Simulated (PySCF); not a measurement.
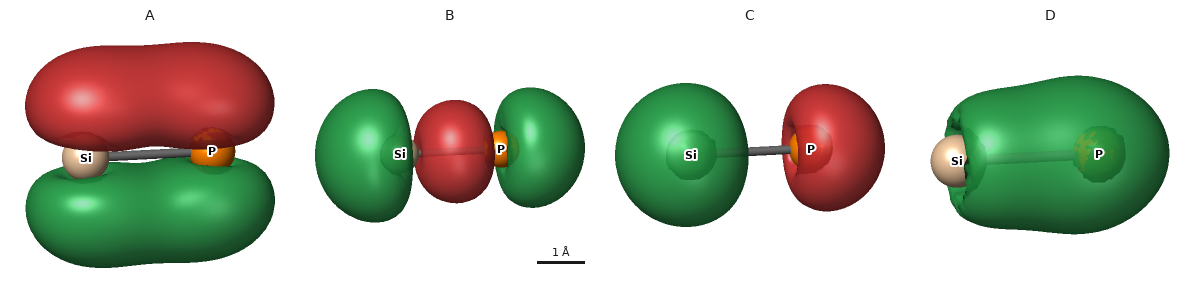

Figure 1: SiP (charge +1, triplet). Four frontier β-spin orbitals, each drawn at the value that holds 80 % of its norm (green and red are the two phases), in no order; of a degenerate pair one member is drawn.

Level of theory: PySCF, PBE0/x2c-SVPall, spin-free X2C-1e, Gaussian nucleus, at a bond length of 2.238 Å.

### Label each orbital by symmetry, say whether it is occupied, and order them by energy.

Orbital D: σ, occupied in this spin, −22.71 eV; shared between the atoms (Si 35 %, P 65 %).
Orbital C: σ, occupied in this spin, −17.91 eV; shared between the atoms (Si 60 %, P 40 %).
Orbital B: σ, occupied in this spin, −13.48 eV; shared between the atoms (Si 50 %, P 50 %).
Orbital A: π, empty in this spin, −10.78 eV; bonding, with no node between the atoms.
